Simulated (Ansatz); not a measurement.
# PBE/STO-3G run of AlH2Br (SMILES [H][Al]([H])[Br])

What is the electronic atomisation energy of AlH2Br at PBE/STO-3G? 

The calculation is run with Ansatz 0.2.0.

51 further runs of the same task are left out: 2 that didn't finish, 49 set aside as unsound or not needed.

**1. The structure to begin with**

The species is AlH2Br (4 atoms), meant as a singlet with charge 0. As SMILES, `[H][Al]([H])[Br]`. The shape comes from GFN2-xTB, which is rough for such elements, and wasn't checked as a minimum.

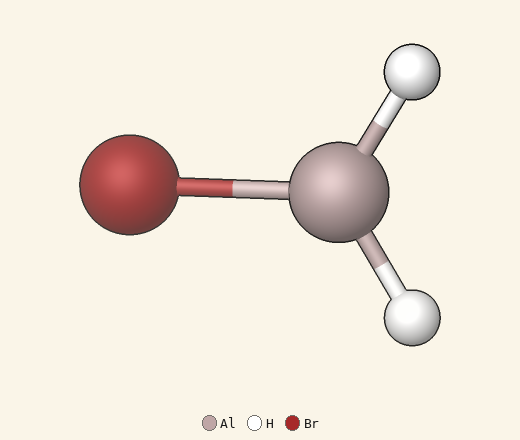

The structure, seen from a chosen angle (aluminium light grey, hydrogen white, bromine red).

**2. The energy at PBE/STO-3G**

job.yaml reads:

```yaml
basis:
  gaussian: {orbitals: STO-3G}
crystal:
  periodic: [false, false, false]
  atoms:
    - {symbol: Al, position_ang: [0.085960, 0.143320, 0.001240]}
    - {symbol: H, position_ang: [1.619870, 0.141230, 0.011920]}
    - {symbol: H, position_ang: [-0.640600, 1.494120, -0.021230]}
    - {symbol: Br, position_ang: [-1.065230, -1.778670, 0.008060]}
hamiltonian: {xc: pbe}
accuracy: high
```

Started as:

```
$ ansatz run job.yaml --threads 1 --pin off --max-ram 2610MiB --events-out events.jsonl --progress --plain --runs-dir runs
```

Standard output:

```text
Warning: RAYON_NUM_THREADS=1 ignored (pool sized by the plan → 1); use --threads N
Functional definition: PBE
  name "PBE"
  parameter kappa = 0.804
  parameter beta = 0.06672455060314922
  exchange = pbe_x(kappa = kappa, mu = beta*pi^2/3)
  correlation = pbe_c(beta = beta)
413 factors; integrals over basis functions are off by at most 7.7e-9 eV
mean field evaluation 1: about -75812.9865 eV, gradient 2.5e1 eV
mean field evaluation 2: about -75811.4621 eV, gradient 3.1e1 eV
mean field evaluation 4: about -75815.2577 eV, gradient 7.4e-1 eV
mean field evaluation 8: about -75815.2220 eV, gradient 8.2e-4 eV
mean field -75815.22198428 eV, -2786.1580185190 hartree, gradient 9.2e-9 eV, S^2 0.000000; 0 other end points of the search recorded, 0 dependent functions left out
reference -75815.22198594 eV, -2786.1580185801 hartree; 25, 25 occupied and 4, 4 virtual orbitals, 413 factors
Total energy: -75815.22198594 eV, -2786.1580185801 hartree
```

Run time: 1.3 s. Hardware: 1 thread of Arm Neoverse V1, shared host; peak memory 0.098 GiB.

**3. The Al atom, same level**

run.yaml reads:

```yaml
crystal:
  periodic: [false, false, false]
  atoms:
    - {symbol: Al, position_ang: [0.000000, 0.000000, 0.000000]}
basis:
  gaussian:
    orbitals: STO-3G
magnetization:
  spin_polarized: true
  initial_magnetization: 1
hamiltonian:
  xc: {name: PBE}
accuracy: high
```

Run the same way, it converges to -239.16604 Eh (log not shown).

**4. The Br atom, same level**

input.yaml reads:

```yaml
crystal:
  periodic: [false, false, false]
  atoms:
    - {symbol: Br, position_ang: [0.000000, 0.000000, 0.000000]}
basis:
  gaussian: {orbitals: STO-3G}
magnetization: {spin_polarized: true, initial_magnetization: 1}
hamiltonian: {xc: pbe}
accuracy: high
```

Run the same way, it converges to -2545.50147 Eh (log not shown).

**5. The H atom, same level**

job.yaml reads:

```yaml
crystal:
  periodic: [false, false, false]
  atoms:
    - {symbol: H, position_ang: [0.000000, 0.000000, 0.000000]}
basis:
  gaussian:
    orbitals: STO-3G
magnetization:
  spin_polarized: true
  initial_magnetization: 1
hamiltonian:
  xc: {name: PBE}
accuracy: high
```

Run the same way, it converges to -0.46438 Eh (log not shown).

**6. Outcome**

At PBE/STO-3G:

```
                     quantity           value
       molecule: total energy  -2786.15802 Eh
        Al atom: total energy   -239.16604 Eh
                Al atom: ⟨S²⟩           0.750
        Br atom: total energy  -2545.50147 Eh
                Br atom: ⟨S²⟩           0.750
         H atom: total energy     -0.46438 Eh
                 H atom: ⟨S²⟩           0.750
electronic atomisation energy       15.286 eV
```

In words: Taking the molecule apart into free atoms costs 15.29 eV (1475 kJ/mol), before zero-point energy and without spin-orbit coupling. In a minimal basis such a difference can be off by several eV, whatever the method.
